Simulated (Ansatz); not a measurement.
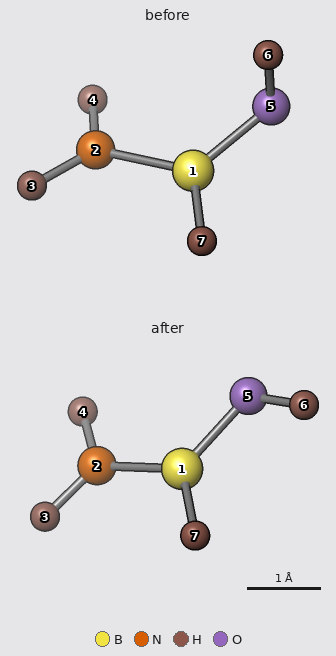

The structure of BNH4O before (top) and after (bottom) a relaxation, at one scale.

Style: ball-and-stick. Shown at a tilt.

The run prepares the start of a later molecular dynamics calculation, from a guessed geometry.

All numbers below come from RKS r2SCAN-D4/def2-SVP in Ansatz.

Input
```yaml
crystal:
  periodic: [false, false, false]
  atoms:
    - { symbol: B, position_ang: [0.0, 0.0, 0.0] }
    - { symbol: "N", position_ang: [0.0, 0.0, 1.55] }
    - { symbol: H, position_ang: [-0.877, -0.2713, 2.08] }
    - { symbol: H, position_ang: [0.877, 0.2713, 2.08] }
    - { symbol: O, position_ang: [1.2211, 0.0, -0.705] }
    - { symbol: H, position_ang: [1.5209, -0.9519, -0.8599] }
    - { symbol: H, position_ang: [-1.0305, 0.0, -0.595] }
basis:
  gaussian: { orbitals: def2-SVP }
hamiltonian:
  xc: r2scan
  dispersion: d4
relax:
  f_tol: 0.02
  max_steps: 40
output:
  orbitals: {}
```

Command:
```bash
ansatz run input.yaml --threads 1 --pin off --max-ram 2048MiB --backend cpu --events-out ev --progress --plain --runs-dir out
```

Describe what moved and what it gained.

Answer. The largest move after the best rigid fit is that of H6, 0.72 Å. By element the largest moves are H 0.72 Å, O 0.46 Å, B 0.26 Å, N 0.04 Å. Among the contacts that change: B1–N2 1.550 → 1.403 Å, N2–H3 1.060 → 1.010 Å, O5–H6 1.010 → 0.962 Å, B1–O5 1.410 → 1.372 Å. Bond angles that change, for instance: H3–N2–H4 120.0° → 114.5°, B1–N2–H3 120.0° → 123.0°, B1–O5–H6 109.5° → 112.1°. Groups turn about B1–O5 by about 90°. The energy falls by 100.0 kJ/mol in 9 geometry steps. Largest force component: 3.4 eV/Å at the start, 0.0039 eV/Å at the end. The run took 25 s on 1 thread of Arm Neoverse V1, on a shared host, peak memory 0.13 GiB.
